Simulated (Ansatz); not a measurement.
Input file:

```
crystal:
  periodic: [false, false, false]
  atoms:
    - { symbol: O, position_ang: [1.3801, -1.1485, 1.6124] }
    - { symbol: C, position_ang: [0.3906, -1.6238, 1.0112] }
    - { symbol: "N", position_ang: [-0.6126, -0.938, 0.3255] }
    - { symbol: C, position_ang: [-0.5371, 0.5135, 0.2892] }
    - { symbol: F, position_ang: [-1.9069, 0.8369, 0.0373] }
    - { symbol: Si, position_ang: [0.4464, 1.2313, -1.0625] }
    - { symbol: H, position_ang: [0.2745, -2.7106, 0.9688] }
    - { symbol: H, position_ang: [-1.301, -1.4196, -0.1102] }
    - { symbol: H, position_ang: [-0.3279, 0.923, 1.3134] }
    - { symbol: H, position_ang: [1.8915, 0.8888, -0.875] }
    - { symbol: H, position_ang: [0.0261, 0.6839, -2.372] }
    - { symbol: H, position_ang: [0.3532, 2.708, -1.1041] }
basis:
  gaussian: { orbitals: "6-31G" }
hamiltonian:
  xc: pbe
  dispersion: d4
relax:
  f_tol: 0.02
  max_steps: 40
scf:
  lower_state_search: "off"
output:
  orbitals: {}
```

Command:

```sh
ansatz run input.yaml --threads 1 --pin off --max-ram 2048MiB --backend cpu --events-out ev --progress --plain --runs-dir out
```

The fields are those of the relaxed geometry.

All numbers below come from RKS PBE-D4/6-31G (Ansatz).

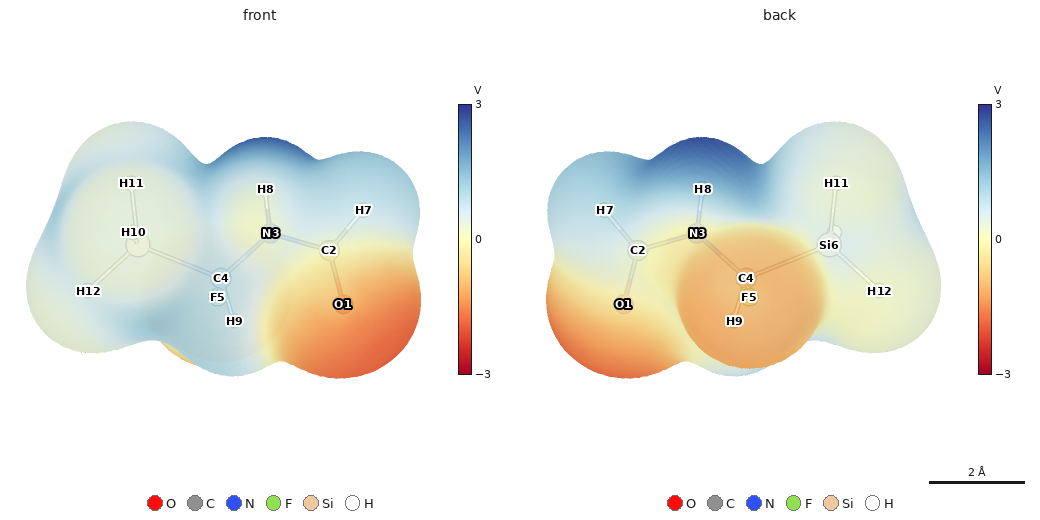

C2H6FNOSi (SMILES O=CNC(F)[SiH3]). The molecular electrostatic potential painted on the density surface at 0.002 e/bohr³, seen from the front and from behind; the colour scale runs from red (negative) to blue (positive).

Q: Where is the surface potential most negative and most positive?

A: The most negative region (about −1.8 V) lies over O1, the most positive (about +2.6 V) over H8. O1 is the likeliest acceptor of a hydrogen bond.
